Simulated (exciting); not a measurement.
Two BSE runs for the O K edge of PbO (Litharge), space group P4/nmm. Run A: exciting, all-electron LAPW+lo, PBE, exchange and screened direct term (singlet BSE), 4×4×3 shifted k points, 28 conduction bands, |G+q| up to 3 bohr⁻¹, full RPA screening with nempty = 55, Lorentzian half width 0.45 eV. Run B differs in one setting: k mesh, kernel cutoff, basis, band set, screening or width.

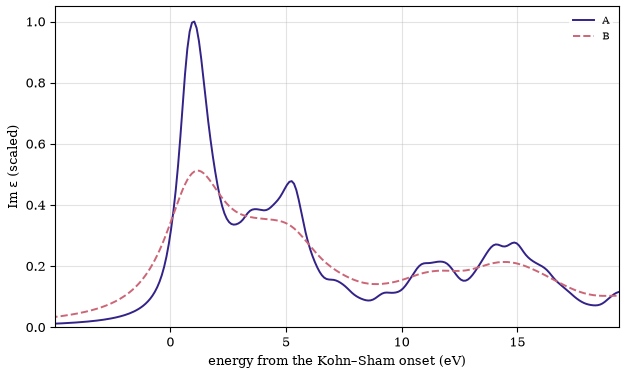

Energy from the Kohn–Sham onset, core level to the lowest empty state found on the meshes used; one zero for both, scaled to A's maximum.

The database entry behind the starting cell differs from later determinations by our own check (an axis about 0.4 % long against later determinations), so it need not match the best structure at ambient conditions.

**Question.** Which is the likeliest?

The half width (eV) from 0.45 to 1.35. Against run A the r.m.s. difference is 33 %. The highest maximum lies at 1.1 eV (0.51), against 1.0 eV (1.00). Only the width of each line changes; the area stays. A table step wider than the lines misses their tops. Other settings could leave a like mark; this is the change that was made.

[Hosts, paths, dates, database ids (printed as entryN), source tags and the programs' standing remarks are cut or masked in the printed files.]
